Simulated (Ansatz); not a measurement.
Structure (in its standard cell), coordinates from a relaxation with DFT, PAW plane waves, pbe in Ansatz 0.2.0; the starting structure was generated, so it need not be a known form of this composition:

```cif
data_structure
_symmetry_space_group_name_H-M 'P-3m1'
_symmetry_Int_Tables_number 164
_cell_length_a 6.4474
_cell_length_b 6.4474
_cell_length_c 5.1651
_cell_angle_alpha 90.000
_cell_angle_beta 90.000
_cell_angle_gamma 120.000
_cell_volume 185.94
loop_
_atom_site_label
_atom_site_type_symbol
_atom_site_symmetry_multiplicity
_atom_site_Wyckoff_symbol
_atom_site_fract_x
_atom_site_fract_y
_atom_site_fract_z
_atom_site_occupancy
Ir1 Ir 1 b 0.00000 0.00000 0.50000 1
Pt1 Pt 2 d 0.33333 0.66667 0.64949 1
F1 F 6 i 0.29131 0.14565 0.28267 1
```

Question: What does the kinematic electron diffraction pattern along [001] look like at 80 kV (B = 0.5 Å²)?

Answer: The spots form a hexagonal net with both shortest vectors at d = 5.58 Å, 60.0° apart. They are 1 -1 0 and 1 0 0. The pattern has symmetry 6mm. No reflection of this zone is absent.

Strongest reflections with d > 1.60 Å, one of each family (|F|² from tabulated Gaussian fits of the electron scattering factors, times a small damping for the curvature of the Ewald sphere):

```json
{"hkl": "2 -1 0", "d (Å)": "3.224", "I (strongest = 100)": "100"}
{"hkl": "4 -2 0", "d (Å)": "1.612", "I (strongest = 100)": "78"}
{"hkl": "3 0 0", "d (Å)": "1.861", "I (strongest = 100)": "42"}
{"hkl": "1 0 0", "d (Å)": "5.584", "I (strongest = 100)": "3"}
{"hkl": "2 0 0", "d (Å)": "2.792", "I (strongest = 100)": "3"}
{"hkl": "3 -1 0", "d (Å)": "2.110", "I (strongest = 100)": "0"}
```

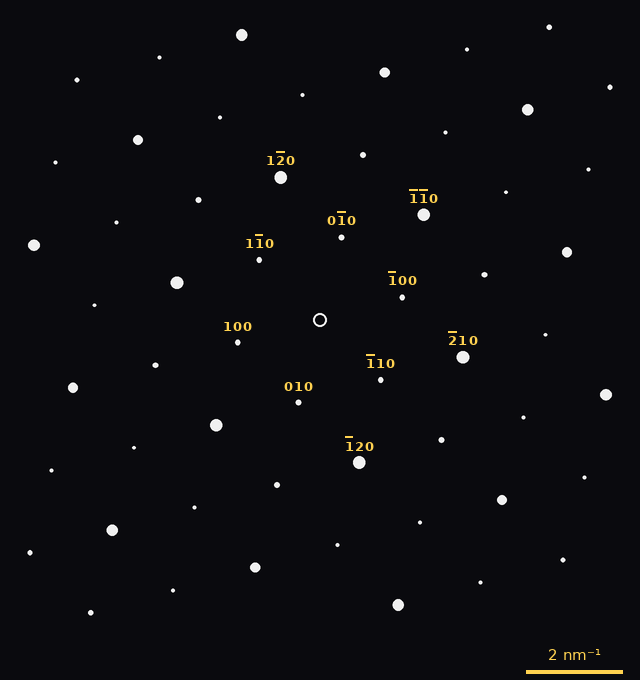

Calculated pattern, seen from the source side with [001] pointing towards the source.
